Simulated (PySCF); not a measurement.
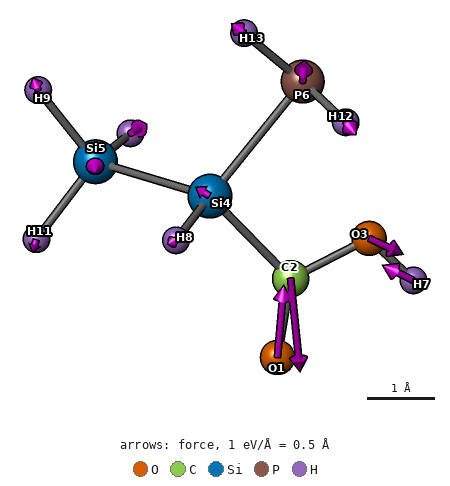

Starting geometry of CH₇O₂PSi₂ with the computed forces as purple arrows. Style: ball-and-stick. Shown from a free direction.

The start comes from GFN2-xTB. Its atoms were then displaced at random by about 0.01 Å.

These are results of PBE0-D3(BJ)/def2-SVP geometry optimisation, gas phase (PySCF 2.14.0, density-fitted response routines), not measurements. 

### What follows when this structure is relaxed?

It isn't relaxed: the largest force vector, on the C atom, is 3.09 eV/Å. The final displacements have little in common with the starting forces (cosine between the two patterns 0.16). The largest move after the best rigid fit is that of an O atom, 0.38 Å. By element the largest moves are O 0.38 Å, H 0.34 Å, P 0.25 Å, C 0.11 Å, Si 0.09 Å. Among the contacts that change: H–Si 1.445 → 1.495 Å, C–Si 1.890 → 1.933 Å, H–P 1.396 → 1.429 Å, C–O 1.232 → 1.203 Å. Among the angles between lasting bonds that change: C–Si–P 100.0° → 108.9°, O–C–Si 128.5° → 123.0°, O–C–Si 109.5° → 114.1°. Over 13 geometry steps the energy falls by 5.68 kcal/mol. Cost: 100 s on 1 thread of Arm Neoverse V2, with other jobs on the host.
